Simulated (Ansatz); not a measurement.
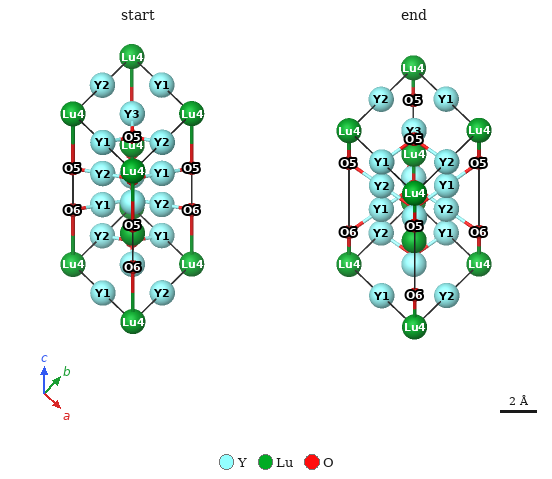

The structure of crystalline Y3LuO2 (a generated structure, set up in R-3m) (coarse preliminary run) before (left) and after (right) a relaxation, at one scale.

A ball-and-stick model of the conventional cell (3 times the calculation's cell), seen from a free direction. Lengths and directions refer to the drawn axes.

All numbers below come from Ansatz 0.2.0, DFT PBE, scalar-relativistic, plane waves, PAW.

Input
```yaml
crystal:
  lattice:
    - [3.33852731, 1.92749964, 3.39727826]
    - [-3.33852731, 1.92749964, 3.39727826]
    - [0.0, -3.85499928, 3.39727826]
  atoms:
    - { symbol: "Y", position: [0.5, 0.5, 0.0] }
    - { symbol: "Y", position: [0.0, 0.5, 0.5] }
    - { symbol: "Y", position: [0.5, 0.0, 0.5] }
    - { symbol: Lu, position: [0.0, 0.0, 0.0] }
    - { symbol: O, position: [0.63816725, 0.63816725, 0.63816725] }
    - { symbol: O, position: [0.36183275, 0.36183275, 0.36183275] }
basis:
  ecutwfc: 420
kpoints:
  mp_grid: { grid: [3, 3, 3] }
hamiltonian:
  xc: pbe
scf:
  occupations: { method: gaussian, width: 0.1 }
  lower_state_search: "off"
output:
  forces: true
  stress: true
  eigenvalues: true
relax:
  adjacent_minimum: "off"
  f_tol: 0.04
  max_steps: 70
  cell: { stress_tol: 0.4 }
```

Run as
```bash
ansatz run input.yaml --threads 1 --pin off --max-ram 2560MiB --backend cpu --events-out ev --progress --plain --runs-dir out
```

### Summarise the run.

After 11 accepted moves (13 points after the start) the energy has fallen by 4.711 eV per cell of the calculation. The largest force component goes from 1.5 to 0.0066 eV/Å. Pressure: 27.19 GPa at the start and 0.13 GPa at the end. At 2 points the geometry stayed and the basis and grid were re-selected for the new cell (energy shift of 52.1 meV per cell of the calculation at most each time). The largest moves relative to the cell, 1.09 Å, are those of O5 and O6. O6 goes along −c. Y and Lu stay in place. Cell: a = b 6.677 → 7.312 Å (+9.5 %), c 10.192 → 9.054 Å (−11.2 %). Volume +6.5 %. Some distances before and after: Lu4–O5 3.688 → 2.189 Å, Y1–O5 1.949 → 2.268 Å, Y1–Y2 3.339 → 3.656 Å, Y1–Lu4 3.339 → 3.656 Å. Among the angles between lasting bonds that change: Y1–O6–Y2 117.8° → 107.4°. The space group stays R-3m (No. 166).

Limits of the set-up: the k-point mesh is coarse for a cell with partly filled bands.
